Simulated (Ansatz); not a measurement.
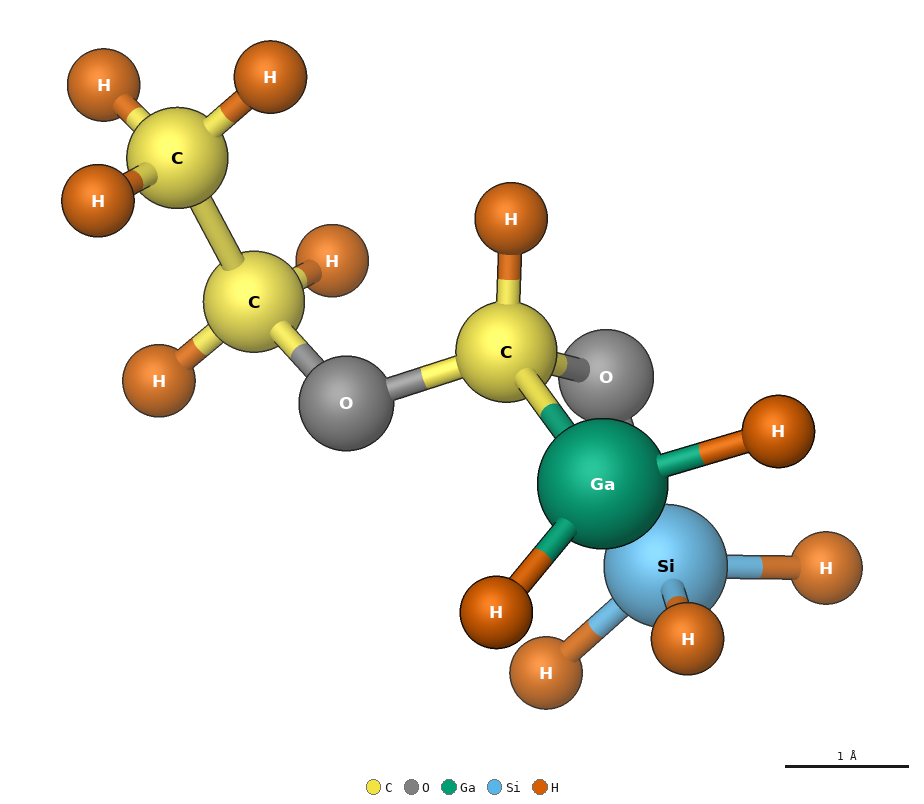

Starting geometry of the run.

The calculation was set up as follows.

```yaml
crystal:
  periodic: [false, false, false]
  atoms:
    - {symbol: C, position_ang: [-2.698877, 0.093511, -0.759528]}
    - {symbol: C, position_ang: [-1.579944, 0.883843, -0.119390]}
    - {symbol: O, position_ang: [-0.300357, 0.480741, -0.600781]}
    - {symbol: C, position_ang: [0.246761, -0.619127, 0.048747]}
    - {symbol: Ga, position_ang: [1.868436, -1.258436, -0.991634]}
    - {symbol: O, position_ang: [0.662576, -0.269888, 1.385051]}
    - {symbol: Si, position_ang: [2.074073, 0.550245, 1.476046]}
    - {symbol: H, position_ang: [-2.672093, 0.202554, -1.845492]}
    - {symbol: H, position_ang: [-2.629211, -0.969888, -0.518653]}
    - {symbol: H, position_ang: [-3.667254, 0.450509, -0.400035]}
    - {symbol: H, position_ang: [-1.669201, 1.943198, -0.370449]}
    - {symbol: H, position_ang: [-1.605380, 0.798044, 0.972103]}
    - {symbol: H, position_ang: [-0.507503, -1.402397, 0.197447]}
    - {symbol: H, position_ang: [2.548366, -2.582125, -0.482712]}
    - {symbol: H, position_ang: [2.277130, -0.580127, -2.343748]}
    - {symbol: H, position_ang: [1.971236, 2.015311, 1.278372]}
    - {symbol: H, position_ang: [2.923547, 0.024286, 0.323853]}
    - {symbol: H, position_ang: [2.757686, 0.239747, 2.750813]}
basis:
  gaussian: {orbitals: cc-pVTZ-DK, fitting: {mean_field: cc-pVTZ-jkfit}}
total_charge: 1
magnetization: {spin_polarized: false, initial_magnetization: 1}
hamiltonian: {xc: {name: r2SCANh}, dispersion: d3bj}
output: {forces: true}
```

It was started with:

```sh
ansatz run in.yaml --threads 2 --pin off --events-out ev --progress --plain --max-ram 22528MiB --backend cuda --devices 0, --max-vram 18GiB
```

What the program printed:

```
Warning: the engine holds no damping parameters fitted to this dispersion correction and functional, so the run takes those fitted to r2scanh beside the three-body term, which d3bj leaves out (hamiltonian.dispersion, under Limitations)
Functional definition: r2SCANh
  name "r2SCANh"
  cite "Bursch, Neugebauer, Ehlert & Grimme, J. Chem. Phys. 156, 134105 (2022) doi:10.1063/5.0086040"
  cite "Furness, Kaplan, Ning, Perdew & Sun, J. Phys. Chem. Lett. 11, 8208 (2020) doi:10.1021/acs.jpclett.0c02405"
  cite "Furness, Kaplan, Ning, Perdew & Sun, J. Phys. Chem. Lett. 11, 9248 (2020) doi:10.1021/acs.jpclett.0c03077"
  parent r2scan
  parameter a = 0.1
  parameter k0 = 0.174
  parameter k1 = 0.065
  parameter a1 = 4.9479
  exchange = (1 - a)*r2scan_x(k0 = k0, k1 = k1, a1 = a1) + a*exact_x
  correlation = r2scan_c
1053 factors; integrals over basis functions are off by at most 7.4e-1 eV
mean field evaluation 1: about -68143.8202 eV, gradient 9.9e1 eV
mean field evaluation 2: about -68143.8266 eV, gradient 9.9e1 eV
mean field evaluation 4: about -68158.7395 eV, gradient 4.7e1 eV
mean field evaluation 8: about -68165.7379 eV, gradient 1.2e1 eV
mean field evaluation 16: about -68166.0720 eV, gradient 4.7e-3 eV
mean field evaluation 32: about -68165.2755 eV, gradient 1.4e1 eV
mean field evaluation 64: about -68105.8419 eV, gradient 9.3e1 eV
mean field -68166.07195266 eV, -2505.0569396372 hartree, gradient 2.1e-5 eV, S^2 0.750000; 9 other end points of the search recorded, 0 dependent functions left out
the calculation of the forces begins
reference -68166.07197302 eV, -2505.0569403854 hartree; 45, 44 occupied and 336, 337 virtual orbitals, 1053 factors
Total energy: -68166.20937229 eV, -2505.0619897156 hartree
Relativity: scalar
Atom 0 at    -2.698877     0.093511    -0.759528 Å, force     0.181072    -0.116869    -0.060525 eV/Å
Atom 1 at    -1.579944     0.883843    -0.119390 Å, force    -1.858481     0.692000     0.194066 eV/Å
Atom 2 at    -0.300357     0.480741    -0.600781 Å, force     2.581079    -2.268188     0.429698 eV/Å
Atom 3 at     0.246761    -0.619127     0.048747 Å, force    -3.514618     3.422442     2.638661 eV/Å
Atom 4 at     1.868436    -1.258436    -0.991634 Å, force     2.327462    -0.755460    -1.122337 eV/Å
Atom 5 at     0.662576    -0.269888     1.385051 Å, force    -0.838189    -1.712436    -2.671173 eV/Å
Atom 6 at     2.074073     0.550245     1.476046 Å, force     1.961552     1.591077     0.888271 eV/Å
Atom 7 at    -2.672093     0.202554    -1.845492 Å, force    -0.047145     0.004797     0.108896 eV/Å
Atom 8 at    -2.629211    -0.969888    -0.518653 Å, force    -0.066482     0.052666    -0.017935 eV/Å
Atom 9 at    -3.667254     0.450509    -0.400035 Å, force     0.157625     0.023212    -0.018939 eV/Å
Atom 10 at    -1.669201     1.943198    -0.370449 Å, force     0.164933    -0.180327    -0.001118 eV/Å
Atom 11 at    -1.605380     0.798044     0.972103 Å, force     0.241109    -0.019833    -0.077134 eV/Å
Atom 12 at    -0.507503    -1.402397     0.197447 Å, force     0.447101    -0.666402    -0.546420 eV/Å
Atom 13 at     2.548366    -2.582125    -0.482712 Å, force    -0.607309     0.323607     0.295055 eV/Å
Atom 14 at     2.277130    -0.580127    -2.343748 Å, force    -0.581955     0.188570     0.438207 eV/Å
Atom 15 at     1.971236     2.015311     1.278372 Å, force    -0.163798    -0.201765    -0.111782 eV/Å
Atom 16 at     2.923547     0.024286     0.323853 Å, force    -0.236494    -0.233183    -0.181708 eV/Å
Atom 17 at     2.757686     0.239747     2.750813 Å, force    -0.147463    -0.143910    -0.183785 eV/Å
Dipole moment:    -0.128025    -0.008921     0.151664 e Å
```

The calculation finished and met its thresholds.
